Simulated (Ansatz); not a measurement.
**Cl2F2H2OZr: density, localisation and related maps**

The calculation's input:

```
crystal:
  periodic: [false, false, false]
  atoms:
    - { symbol: Zr, position_ang: [-0.10005, 0.046213, -0.068986] }
    - { symbol: O, position_ang: [-0.150498, -0.079888, 1.94011] }
    - { symbol: H, position_ang: [-0.75971, 0.232619, 2.619719] }
    - { symbol: Cl, position_ang: [2.05497, 0.394964, -0.91555] }
    - { symbol: F, position_ang: [-1.081623, 1.59733, -0.483066] }
    - { symbol: Cl, position_ang: [-1.247528, -1.712075, -1.098421] }
    - { symbol: F, position_ang: [1.459486, -2.314234, 1.357704] }
    - { symbol: H, position_ang: [1.132352, -1.86323, 2.098291] }
basis:
  gaussian: { orbitals: def2-SVP }
hamiltonian:
  xc: pbe0
  dispersion: d4
relax:
  f_tol: 0.03
  max_steps: 50
output:
  orbitals: {}
```

Launched as:

```sh
ansatz run input.yaml --threads 4 --pin off --max-ram 5120MiB --backend cpu --events-out ev --progress --plain --runs-dir out
```

The fields are those of the run's last geometry, not of the input's.

Core potentials replace the inner electrons of Zr.

The calculation used Ansatz 0.2.0, RKS PBE0-D4/def2-SVP.

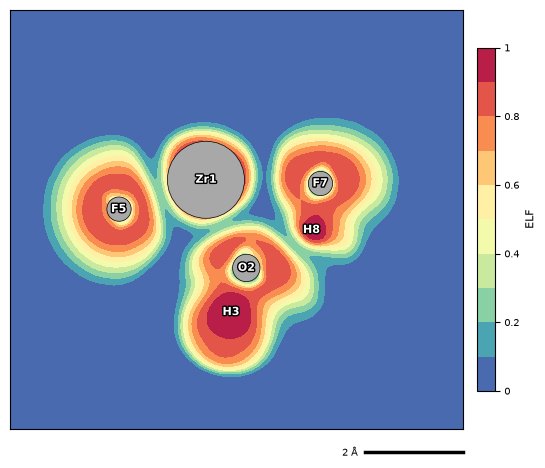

Figure 1. ELF on the plane of atoms Zr1, F7 and H8. Grey discs cover the atomic cores.

Describe what can be read from this map.

- Atoms in the plane: Zr, O, H and F.
- Zr–F (1.89 Å): the ELF peaks at about 0.85 in the valence shell of F, 0.5 Å from its nucleus, and drops to about 0.25 between the two atoms.
- Zr–O (1.99 Å): the ELF peaks at about 0.85 in the valence shell of O, 0.6 Å from its nucleus, and drops to about 0.20 between the two atoms.
- O–H (0.96 Å): the ELF climbs to about 1 towards the hydrogen, as it does in any bond to H: an ordinary covalent bond to hydrogen.
- F–H (0.98 Å): the ELF climbs to about 0.95 towards the hydrogen; a covalent bond by its length.

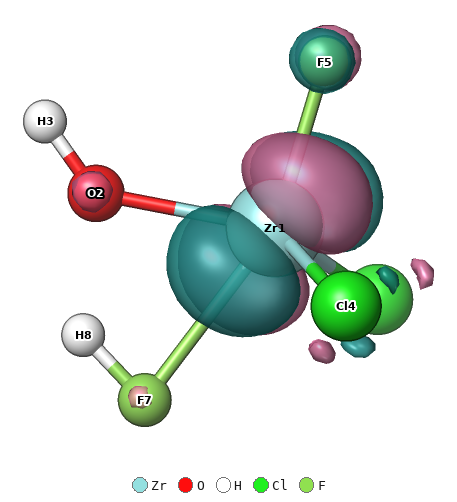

Figure 2. One frontier orbital at ±0.2 Å⁻³ᐟ² (teal and pink are the two phases), seen across its widest extent.

Which orbital is it: HOMO or LUMO?

The LUMO, at −1.78 eV. By Hirshfeld shares it lies mainly on Zr1 (about 70 %), Cl4 (about 5 %), Cl6 (about 5 %) and F5 (about 5 %).

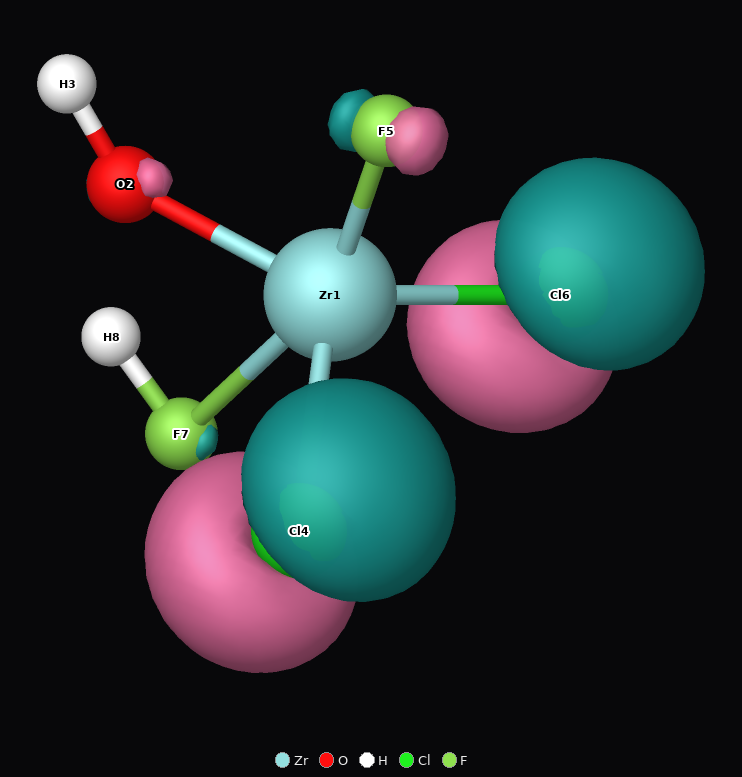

Figure 3. The HOMO−1 at ±0.15 Å⁻³ᐟ² (teal and pink are the two phases), seen at a tilt.

What is the character of this orbital?

Its weight (Hirshfeld) is mainly on Cl4 (about 45 %), Cl6 (about 45 %) and Zr1 (about 10 %); largely a combination of lone pairs on Cl4 and Cl6. Its energy is −9.45 eV.
